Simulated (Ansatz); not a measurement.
## AlH3 (Fd-3m): how G0W0 depends on its starting point

Aim: G0W0 for AlH3 (Fd-3m) on several starting functionals, at one mesh, band count and screening cutoff.

Main program and level: Ansatz 0.2.0; G0W0 on several functionals, plane waves, PAW.

In doubt: masses and optical values from hybrid runs of this build are listed as unsure (steps 3, 4), which bears on the screening that GW takes from such a start.

## Step 1: Set-up

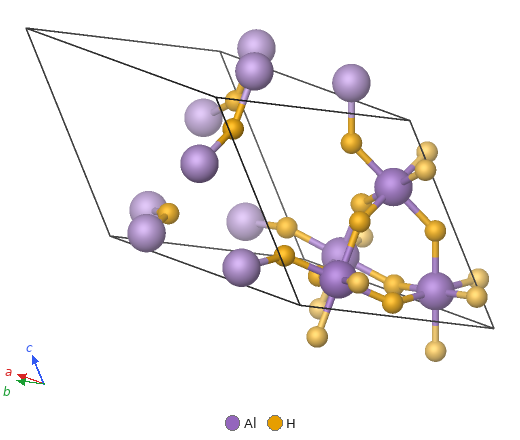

The starting structure, seen from a free direction (aluminium purple, hydrogen orange). Some periodic images of atoms are drawn too.

The cell and positions are those that the Materials Project relaxed with its own functionals (PBE, PBE+U or r2SCAN), kept fixed. The default PAW set here is soft_2. Its files were made with PBE.

## Step 2: G0W0 on LDA

G0W0 replaces the xc potential by the self-energy, built once from these orbitals. Only a window of levels is corrected, while the sums run over the empty bands that the input names.

This step: G0W0 on LDA, plane waves, PAW.

The input, input.yaml:

```yaml
crystal:
  lattice:
    - [0.0, 4.48935055, 4.48935055]
    - [4.48935055, 0.0, 4.48935055]
    - [4.48935055, 4.48935055, 0.0]
  atoms:
    - { symbol: Al, position: [0.625, 0.125, 0.125] }
    - { symbol: Al, position: [0.125, 0.625, 0.125] }
    - { symbol: Al, position: [0.125, 0.125, 0.625] }
    - { symbol: Al, position: [0.125, 0.125, 0.125] }
    - { symbol: H, position: [0.80509041, 0.80509041, 0.19490959] }
    - { symbol: H, position: [0.19490959, 0.19490959, 0.80509041] }
    - { symbol: H, position: [0.80509041, 0.19490959, 0.80509041] }
    - { symbol: H, position: [0.19490959, 0.80509041, 0.19490959] }
    - { symbol: H, position: [0.19490959, 0.80509041, 0.80509041] }
    - { symbol: H, position: [0.80509041, 0.19490959, 0.19490959] }
    - { symbol: H, position: [0.44490959, 0.44490959, 0.05509041] }
    - { symbol: H, position: [0.05509041, 0.05509041, 0.44490959] }
    - { symbol: H, position: [0.44490959, 0.05509041, 0.44490959] }
    - { symbol: H, position: [0.05509041, 0.44490959, 0.05509041] }
    - { symbol: H, position: [0.05509041, 0.44490959, 0.44490959] }
    - { symbol: H, position: [0.44490959, 0.05509041, 0.05509041] }
kpoints:
  mp_grid: { grid: [4, 4, 4] }
hamiltonian:
  xc: lda
scf:
  occupations: { method: fixed }
gw:
  n_empty_bands: 386
  ecut_chi: 96
  qp_bands: [v4, c4]
  qp_kpoints: band_edges
  screening: { model: contour_deformation }
```

Launch:

```sh
$ ansatz run input.yaml --threads 3 --pin off --max-ram 92160MiB --backend cuda --events-out ev --progress --plain --runs-dir out --devices 1 --max-vram 13GiB
```

Numbers of over 12 decimals in the logs are rounded to 6 here.

What it wrote:

```text
GPUs: using 1 of 1 available (devices: 1).
Engine: ansatz 0.2.0, x86_64-unknown-linux-gnu
Pseudopotentials: kind: paw
Pseudopotential: Al, paw, valence charge 3, recommended cutoff 420 eV (normal), Al.paw.azcp
Pseudopotential: H, paw, valence charge 1, recommended cutoff 420 eV (normal), H.paw.azcp
Functional definition: SPW92
  exchange = slater_x
  correlation = pw_c
device memory: the entry about to start is reckoned to put 2.3 GiB on a device that reports 49.5 GiB free (of which the cap on the GPU budget leaves the run 13.0 GiB)
GPU FFT provider: cuFFT
GPU libraries: cuBLAS 13.8.2, cuFFT 12.4.0, cuSOLVER 12.3.4
Crystal: 16 atoms, lattice volume = 180.959 Å³
Basis set: ecut = 420 eV, 3527 PW (Γ)
Bands: 28, of which v1, the nominal top of the filled ones, is band 12 counted from 1 (11 counted from 0)
Symmetry: 48 space group operations
Space group: Fd-3m (ITA 227), of the structure as read, at distance tolerance 5.7e-5 Å
k-points: 8 of 64
Non-local potential: Al, projectors of the file, l = 0: 2, l = 1: 2, l = 2: 1
Non-local potential: H, projectors of the file, l = 0: 2, l = 1: 1
PAW form: soft (Blöchl's): semilocal exchange-correlation on the pseudo side does not see the compensation charge
PAW frozen core: Al, regenerated for the run's functional, and the local potential with it (the file was generated under x = pbe(κ = 0.804, μ = 0.219515), c = pbe(β = 0.066725))
PAW one-centre angular grid: Al, 110 points (default); XC on 64 Gauss nodes
PAW one-centre angular grid: H, 110 points (default); XC on 64 Gauss nodes
Initial density: superposition of atomic densities (neutral atoms: chi_scale 0, normalization atom), corrected by the library's trained network
Initial wavefunctions: pseudopotential atomic-orbital guess
GPU buffer pool allocated for 91125 grid points (all kernels)
GPU transforms: local potential and band sums: pruned to the plane-wave sphere, on 45×45×45
Functional: x = slater, c = lda
SCF iter   1: F=—  HF=-2238.994553 eV  |F-HF|=—  |Δ(HF+E_count)|=         —  Δρ=1.19e-2  dr2=1.81e-1  ethr=1.77e-3  ⟨swp⟩=5.1  Hψ=954  notcnv=0  defer=101
preconditioner: auto → none  [insulator: Δε(μ)=2.691 eV  Ē_g=10.708 eV  n_scr=14 (ndim 8)  ℏωp=13.5 eV  f_vac=0.153  ε∞_Penn≈2.6]
SCF iter   2: F=—  HF=-2238.936405 eV  |F-HF|=—  |Δ(HF+E_count)|=   5.81e-2  Δρ=3.79e-3  dr2=1.86e-2  ethr=7.53e-4  ⟨swp⟩=2.2  Hψ=326  notcnv=0  defer=109
SCF iter   3: F=—  HF=-2238.932106 eV  |F-HF|=—  |Δ(HF+E_count)|=   4.30e-3  Δρ=2.39e-4  dr2=8.60e-5  ethr=7.77e-5  ⟨swp⟩=2.6  Hψ=244  notcnv=0  defer=109
SCF iter   4: F=—  HF=-2238.932174 eV  |F-HF|=—  |Δ(HF+E_count)|=   6.83e-5  Δρ=7.03e-5  dr2=6.45e-6  ethr=3.58e-7  ⟨swp⟩=2.2  Hψ=255  notcnv=0  defer=105
iter 5 did not close the SCF: its close was put off for the readings that it lacked (scf_convergence_deferred on its scf_iter line)
SCF iter   5: F=-2238.932183 eV  HF=-2238.932183 eV  |F-HF|=1.21e-8  |Δ(HF+E_count)|=   8.72e-6  Δρ=4.65e-6  dr2=2.98e-8  ethr=2.69e-8  ⟨swp⟩=2.1  Hψ=210  notcnv=0  defer=105
SCF iter   6: F=-2238.932183 eV  HF=-2238.932183 eV  |F-HF|=1.24e-10  |Δ(HF+E_count)|=  3.14e-10  Δρ=5.11e-7  dr2=4.15e-10  ethr=1.24e-10  ⟨swp⟩=10.6  Hψ=1598  notcnv=0
SCF 1 converged in 6 iterations: F = -2238.932183 eV  dr2 = 4.15e-10
  greatest PAW one-centre occupation: 0.402 electrons in one spin orbital (limit 2), on the Al atom at site 3 (counted from 0), in its partial waves of l = 0
device memory: the entry about to start is reckoned to put 3.0 GiB on a device that reports 46.2 GiB free (of which the cap on the GPU budget leaves the run 13.0 GiB)
NSCF: frozen V_eff on 8 k-points
the band table was solved once the SCF had ended and its energy, with any forces and stress, was formed, with the checks that follow a solve (1073 applications of the Hamiltonian). They found nothing against the state; the energy, forces and stress were not computed again (output.eigenvalues in the input reference)
device memory: the entry about to start is reckoned to put 4.7 GiB on a device that reports 46.2 GiB free (of which the cap on the GPU budget leaves the run 13.0 GiB)
NSCF: frozen V_eff on 8 k-points
G₀W₀ screening: q 1/8
[... further progress lines ...]
device memory: the entry about to start is reckoned to put 0.5 GiB on a device that reports 43.9 GiB free (of which the cap on the GPU budget leaves the run 13.0 GiB)
NSCF: frozen V_eff on 1 k-points
SCF converged after 6 iterations
Free energy (F): -2238.932183 eV
Harris-Foulkes:  -2238.932183 eV  (|F-HF|=1.24e-10)
Internal energy: -2238.932183 eV  (E = F + TS)
E sigma→0 (E₀):  -2238.932183 eV
Fermi energy:    -0.147301 eV
--- Per-component energies (eV) ---
  E_band       = -98.833651
  E_kinetic    = 262.061517
  E_local      = -405.152321  (includes V_loc(G=0)·N_el)
  E_nonlocal   = 58.936682
  E_hartree    = 132.671479
  E_xc         = -263.935538
  E_vxc        = -256.465387  (∫ρ·V_xc dr)
  E_paw        = -1779.057659  (= ΣΔE_a)
  E_vpaw       = -23.541996  (= ΣTr[D̂ρ^β])
  E_aug_tail   = -0.015109  (compensation charges beyond the density's cutoff)
  E_ewald      = -244.664101
  E_core_change = 0.222866  (= ΣΔE_core)
  E_smearing   = -0.000000  (= −TS)
  E_closure    = 0.000000  (closes the sum)
  Σ components = -2238.932183   (vs F -2238.932183, Δ=0.00e0)
--- Band table (eV; the first three rows and the last of 8) ---
  k-point 0: bands = [... 8 lower, -3.7129, -3.7129, -0.1473, -0.1473, 2.9238, 4.3709, 4.3709, 4.3709, ... 12 higher]
  k-point 1: bands = [... 8 lower, -3.2479, -2.9487, -0.6356, -0.6356, 3.4887, 3.9614, 4.7897, 4.9395, ... 12 higher]
  k-point 2: bands = [... 8 lower, -2.3337, -1.9220, -1.5073, -1.5073, 3.0893, 3.8688, 4.8745, 4.8745, ... 12 higher]
  k-point 7: bands = [... 8 lower, -2.0786, -2.0786, -1.3258, -1.3258, 3.0357, 3.0357, 4.7453, 4.7453, ... 12 higher]
--- G₀W₀: contour deformation, 6 samples at zero and on the imaginary axis and 2 off it, 64 q-points, 386 empty bands' worth ---
  eigenvalues of the whole cell's RPA ε∞ on this k-mesh (on a slab, of 1 + 4πα/V) = 3.4364, 3.4364, 3.4364; static W/v taken at q = 0 is 0.291002
  bands read: the sum over 398 bands ends inside a degenerate multiplet in 2 slots, whose members it reads at an even weight; the widest, k=0: bands 398 to 400 (counted from 1) at 1/3 each
  gw.qp_kpoints: band_edges: 8 of 8 stored k-points solved, in 1 pass; an edge of the gap read off the rows below is read off those points alone
    ik  band        ε_KS         Σx   Σc(E_QP)       V_xc       Z   E_QP_lin       E_QP  E_QP is
     0     9     -3.7129   -16.3723     3.2259   -11.7928  0.7293    -5.1175    -5.0665  root
     0    10     -3.7129   -16.3723     3.2259   -11.7928  0.7293    -5.1175    -5.0665  root
     0    11     -0.1473   -15.5426     1.9713   -12.2736  0.7733    -1.4686    -1.4451  root
     0    12     -0.1473   -15.5426     1.9713   -12.2736  0.7733    -1.4686    -1.4451  root
     0    13      2.9238    -2.9882    -3.3941    -7.0671  0.8223     3.6142     3.6086  root
     0    14      4.3709    -3.4829    -3.6370    -7.9061  0.8090     5.1657     5.1570  root
     0    15      4.3709    -3.4829    -3.6370    -7.9061  0.8090     5.1657     5.1570  root
     0    16      4.3709    -3.4829    -3.6370    -7.9061  0.8090     5.1657     5.1570  root
     1     9     -3.2479   -16.0450     2.9464   -11.7952  0.7365    -4.5963    -4.5512  root
     1    10     -2.9487   -15.7604     2.6376   -11.8899  0.7445    -4.2187    -4.1816  root
     1    11     -0.6356   -15.4899     2.0542   -12.1565  0.7696    -1.9395    -1.9147  root
     1    12     -0.6356   -15.4899     2.0542   -12.1565  0.7696    -1.9395    -1.9147  root
     1    13      3.4887    -3.1689    -3.5061    -7.3923  0.8170     4.2126     4.2060  root
     1    14      3.9614    -4.2524    -3.4934    -8.5165  0.8090     4.7401     4.7322  root
     1    15      4.7897    -4.8928    -3.9242    -9.7525  0.7946     5.7399     5.7252  root
     1    16      4.9395    -4.7189    -3.8063    -9.3945  0.7946     5.8215     5.8088  root
     2     9     -2.3337   -15.8780     2.6123   -11.9514  0.7509    -3.6850    -3.6481  root
     2    10     -1.9220   -15.6651     2.3414   -12.0426  0.7594    -3.2338    -3.2031  root
     2    11     -1.5073   -15.3917     2.2144   -11.9422  0.7613    -2.7695    -2.7423  root
     2    12     -1.5073   -15.3917     2.2144   -11.9422  0.7613    -2.7695    -2.7423  root
     2    13      3.0893    -6.2155    -3.6342   -10.8592  0.8010     4.1118     4.0988  root
     2    14      3.8688    -2.6940    -3.4623    -6.8455  0.8206     4.5641     4.5580  root
     2    15      4.8745    -7.3787    -3.9760   -12.3659  0.7752     5.9058     5.8857  root
     2    16      4.8745    -7.3787    -3.9760   -12.3659  0.7752     5.9058     5.8857  root
[...]
7     9     -2.0786   -15.7638     2.5043   -11.9605  0.7538    -3.4124    -3.3776  root
     7    10     -2.0786   -15.7638     2.5043   -11.9605  0.7538    -3.4124    -3.3776  root
     7    11     -1.3258   -15.4885     2.1662   -12.0555  0.7654    -2.6192    -2.5926  root
     7    12     -1.3258   -15.4885     2.1662   -12.0555  0.7654    -2.6192    -2.5926  root
     7    13      3.0357    -7.1079    -3.5536   -11.6574  0.7954     4.0439     4.0316  root
     7    14      3.0357    -7.1079    -3.5536   -11.6574  0.7954     4.0439     4.0316  root
     7    15      4.7453    -5.6042    -4.1207   -10.7629  0.7863     5.8020     5.7833  root
     7    16      4.7453    -5.6042    -4.1207   -10.7629  0.7863     5.8020     5.7833  root
```

It took 15 s on 1 × NVIDIA H100 80GB HBM3 (shared by 6 runs) with 3 threads of AMD EPYC 7R13 (Zen 3), shared host; peak memory 1.5 GiB.

This step gave:

```yaml
bands_summed: 398
rpa_eps_infinity_on_this_mesh_eigenvalues: 3.436, 3.436, 3.436
plane_waves_in_the_screening_matrix: 387
q_points_in_the_mesh: 64
g0w0_gap_on_the_mesh: 5.054 eV
k_of_the_valence_top: 0, 0, 0
k_of_the_conduction_bottom: 0, 0, 0
starting_gap_on_the_mesh: 2.848 eV
z_at_the_valence_top: 0.7733
z_at_the_conduction_bottom: 0.8223
least_direct_g0w0_gap_on_the_computed_points: 5.054 eV
```

The gap on the mesh goes from 2.85 eV to 5.05 eV, a correction of +2.21 eV, though a band edge has moved to another state.

## Step 3: G0W0 on HSE06

One-shot GW remembers its start. Another functional's orbitals and levels show by how much.

This step: G0W0 on HSE06, plane waves, PAW.

input.yaml, as its differences from that of step 2:

```diff
@@ -25,3 +25,3 @@
 hamiltonian:
-  xc: lda
+  xc: hse06
 scf:
```

What it wrote:

```text
GPUs: using 1 of 1 available (devices: 1).
[...]
davidson cushion auto → on  (no smearing: the cushion is to keep the highest requested band from converging to the state above it; pin scf.eigensolver.cushion to override)
[...]
GPU FFT provider: cuFFT
GPU libraries: cuBLAS 13.8.2, cuFFT 12.4.0, cuSOLVER 12.3.4
Crystal: 16 atoms, lattice volume = 180.959 Å³
Basis set: ecut = 420 eV, 3527 PW (Γ)
Bands: 28, of which v1, the nominal top of the filled ones, is band 12 counted from 1 (11 counted from 0)
[... 1 set-up line as in the run before ...]
[...]
k-points: 8 of 64
[...]
GPU buffer pool allocated for 91125 grid points (all kernels)
[...]
SCF iter   1: F=—  HF=-2340.623796 eV  |F-HF|=—  |Δ(HF+E_count)|=         —  Δρ=1.75e-3  dr2=4.10e-3  ethr=1.77e-3  ⟨swp⟩=8.9  Hψ=1321  notcnv=0
[...]
SCF iter   2: F=-2340.630104 eV  HF=-2340.629027 eV  |F-HF|=1.08e-3  |Δ(HF+E_count)|=   5.23e-3  Δρ=8.32e-4  dr2=8.82e-4  ethr=1.71e-5  ⟨swp⟩=4.8  Hψ=740  notcnv=0
SCF 1 stopped early in 2 iterations: F = -2340.630104 eV  dr2 = 8.82e-4
[...]
GPU FFT provider: cuFFT
GPU libraries: cuBLAS 13.8.2, cuFFT 12.4.0, cuSOLVER 12.3.4
[...]
GPU buffer pool allocated for 91125 grid points (all kernels)
[...]
Frozen-core exchange: fock
[...]
Internal energy: -2342.901251 eV  (E = F + TS)
E sigma→0 (E₀):  -2342.901251 eV
Fermi energy:    -0.858002 eV
[...]
--- Band table (eV; the first three rows and the last of 8) ---
  k-point 0: bands = [... 8 lower, -4.6435, -4.6435, -0.8580, -0.8580, 3.6732, 5.1812, 5.1812, 5.1812, ... 9 higher]
  k-point 1: bands = [... 8 lower, -4.0996, -3.7331, -1.3421, -1.3421, 4.2463, 4.7444, 5.6314, 5.7628, ... 9 higher]
  k-point 2: bands = [... 8 lower, -3.1382, -2.6879, -2.2030, -2.2030, 3.8999, 4.6696, 5.6716, 5.6716, ... 9 higher]
  k-point 7: bands = [... 8 lower, -2.8582, -2.8582, -2.0480, -2.0480, 3.7993, 3.7993, 5.5791, 5.5791, ... 9 higher]
  guard bands above this table: 3 of the run's 28 bands. The solve was not asked for them (output.publish_guard_bands: true or output.eigenvalues: true publishes all)
[...]
0     9     -4.6435   -16.6177     2.6986   -12.9344  0.7767    -5.6437    -5.6282  root
     0    10     -4.6435   -16.6177     2.6986   -12.9344  0.7767    -5.6437    -5.6282  root
     0    11     -0.8580   -15.9734     1.7507   -13.2610  0.8105    -1.8283    -1.8197  root
     0    12     -0.8580   -15.9734     1.7507   -13.2610  0.8105    -1.8283    -1.8197  root
     0    13      3.6732    -2.8639    -3.0669    -6.2967  0.8527     4.0402     4.0391  root
     0    14      5.1812    -3.3764    -3.2595    -7.1049  0.8426     5.6522     5.6502  root
     0    15      5.1812    -3.3764    -3.2595    -7.1049  0.8426     5.6522     5.6502  root
     0    16      5.1812    -3.3764    -3.2595    -7.1049  0.8426     5.6522     5.6502  root
[...]
7    13      3.7993    -6.7258    -3.2774   -10.7569  0.8307     4.5578     4.5530  root
     7    14      3.7993    -6.7258    -3.2774   -10.7569  0.8307     4.5578     4.5530  root
     7    15      5.5791    -5.2760    -3.7000    -9.7133  0.8239     6.3221     6.3164  root
     7    16      5.5791    -5.2760    -3.7000    -9.7133  0.8239     6.3221     6.3164  root
[key lines of the parts left out:]
Free energy (F): -2342.901251 eV
```

The job ended after 51 s (1 × NVIDIA H100 80GB HBM3 (shared by 6 runs) with 3 threads; peak memory 1.7 GiB; 65 s of CPU time).

Numbers from this step:

```yaml
bands_summed: 398
rpa_eps_infinity_on_this_mesh_eigenvalues: 2.705, 2.705, 2.705
plane_waves_in_the_screening_matrix: 387
q_points_in_the_mesh: 64
g0w0_gap_on_the_mesh: 5.859 eV
k_of_the_valence_top: 0, 0, 0
k_of_the_conduction_bottom: 0, 0, 0
starting_gap_on_the_mesh: 4.349 eV
z_at_the_valence_top: 0.8105
z_at_the_conduction_bottom: 0.8527
least_direct_g0w0_gap_on_the_computed_points: 5.859 eV
```

Against the run with 4×4×4 mesh, 386 empty bands, screening to 96 eV on LDA, the gap moves by +0.81 eV, while the start moved by +1.50 eV.

## Step 4: G0W0 on PBE0

This step: G0W0 on PBE0, plane waves, PAW.

input.yaml, as its differences from that of step 3:

```diff
@@ -25,3 +25,3 @@
 hamiltonian:
-  xc: hse06
+  xc: pbe0
 scf:
```

What it wrote:

```text
GPUs: using 1 of 1 available (devices: 1).
[...]
GPU FFT provider: cuFFT
GPU libraries: cuBLAS 13.8.2, cuFFT 12.4.0, cuSOLVER 12.3.4
Crystal: 16 atoms, lattice volume = 180.959 Å³
Basis set: ecut = 420 eV, 3527 PW (Γ)
Bands: 28, of which v1, the nominal top of the filled ones, is band 12 counted from 1 (11 counted from 0)
[... 1 set-up line as in the run before ...]
[...]
k-points: 8 of 64
[...]
0    15      5.5487    -3.3646    -3.1381    -6.7248  0.8534     5.7711     5.7706  root
     0    16      5.5487    -3.3646    -3.1381    -6.7248  0.8534     5.7711     5.7706  root
[...]
7    13      4.1562    -6.7067    -3.1659   -10.3880  0.8418     4.6734     4.6716  root
     7    14      4.1562    -6.7067    -3.1659   -10.3880  0.8418     4.6734     4.6716  root
     7    15      5.9440    -5.2664    -3.5647    -9.3404  0.8358     6.4555     6.4533  root
     7    16      5.9440    -5.2664    -3.5647    -9.3404  0.8358     6.4555     6.4533  root
[key lines of the parts left out:]
Free energy (F): -2343.630442 eV
Fermi energy:    -1.232382 eV
```

Run time: 58 s. Hardware: 1 × NVIDIA H100 80GB HBM3 (shared by 6 runs) with 3 threads; peak memory 1.7 GiB; 67 s of CPU time.

This step gave:

```yaml
bands_summed: 398
rpa_eps_infinity_on_this_mesh_eigenvalues: 2.565, 2.565, 2.565
plane_waves_in_the_screening_matrix: 387
g0w0_gap_on_the_mesh: 6.093 eV
k_of_the_valence_top: 0, 0, 0
k_of_the_conduction_bottom: 0, 0, 0
starting_gap_on_the_mesh: 5.076 eV
least_direct_g0w0_gap_on_the_computed_points: 6.093 eV
```

Against the run with 4×4×4 mesh, 386 empty bands, screening to 96 eV on HSE06, the gap moves by +0.23 eV, while the start moved by +0.73 eV.

## Step 5: The starts together

All on the 4×4×4 mesh with 386 empty bands and screening to 96 eV. Times are wall times on 1 × NVIDIA H100 80GB HBM3 (shared by 6 runs) with 3 threads of AMD EPYC 7R13 (Zen 3), shared host, good to a factor of about two.

| start | starting gap (eV) | shift (eV) | G0W0 gap (eV) | RPA ε∞ (harmonic mean) | Z (valence, conduction) | time |
| --- | --- | --- | --- | --- | --- | --- |
| LDA | 2.85 | +2.21 | 5.05 | 3.44 | 0.77, 0.82 | 15 s |
| HSE06 | 4.35 | +1.51 | 5.86 | 2.70 | 0.81, 0.85 | 51 s |
| PBE0 | 5.08 | +1.02 | 6.09 | 2.56 | 0.82, 0.86 | 58 s |

How the two edges are built up, in eV (the quasiparticle level is the starting level plus Σx plus Σc less Vxc):

```csv
run,edge,start,Σx,Σc,Vxc,Z,QP
LDA,valence top,-0.15,-15.54,1.97,-12.27,0.77,-1.45
LDA,conduction bottom,2.92,-2.99,-3.39,-7.07,0.82,3.61
HSE06,valence top,-0.86,-15.97,1.75,-13.26,0.81,-1.82
HSE06,conduction bottom,3.67,-2.86,-3.07,-6.30,0.85,4.04
PBE0,valence top,-1.23,-15.98,1.63,-13.64,0.82,-1.95
PBE0,conduction bottom,4.03,-2.86,-2.96,-5.93,0.86,4.15
```

For a hybrid start, Vxc holds its share of exact exchange. Where G0W0 reorders the edges (LDA, HSE06 and PBE0), the two states listed lie further apart at the start than the starting gap.

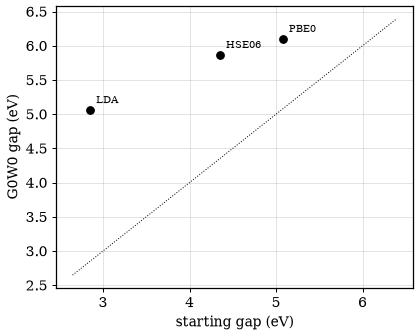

G0W0 gap against starting gap; on the dotted line the correction would vanish.

## Step 6: Summary of results

| Item | Value |
| --- | --- |
| G0W0@LDA | 5.05 eV (start 2.85 eV) |
| G0W0@HSE06 | 5.86 eV (start 4.35 eV) |
| G0W0@PBE0 | 6.09 eV (start 5.08 eV) |
| known limits | not at the basis limit |

What this shows: The starting gaps span 2.23 eV and the G0W0 gaps 1.04 eV. Between LDA and PBE0, 1.04 eV of the 2.23 eV survives, 47 %. PBE0 screens less than LDA (ε∞ 2.56 against 3.44). Of the 1.04 eV by which its G0W0 gap is higher, the correlation part gives +0.78 eV, and exchange with the one-particle terms, which follow the orbitals, +0.26 eV. The smallest correction, +1.02 eV, is on PBE0, the start nearest to reproducing itself. Bands and cutoff are finite, so the gap is not at the basis limit. The miss can reach some tenths of an eV and take either sign; the mesh is an error of its own.

[Paths, hosts, dates, memory and timing lines, banners, echoed tables and standing remarks are left out of the program output.]

[Logs are printed without paths, hosts, clocks, repeated set-up lines and the standing remarks that a program may print on its own settings, such as how far it seeks lower states.]

[Runs of the session that timed out or met a known fault of the program may be left out.]

[Cells called generated may have been cut or substituted from an entry of the Crystallography Open Database or the Materials Project.]

[Hosts, paths, dates, database ids (printed as entryN), source tags and the programs' standing remarks are cut or masked in the printed files.]
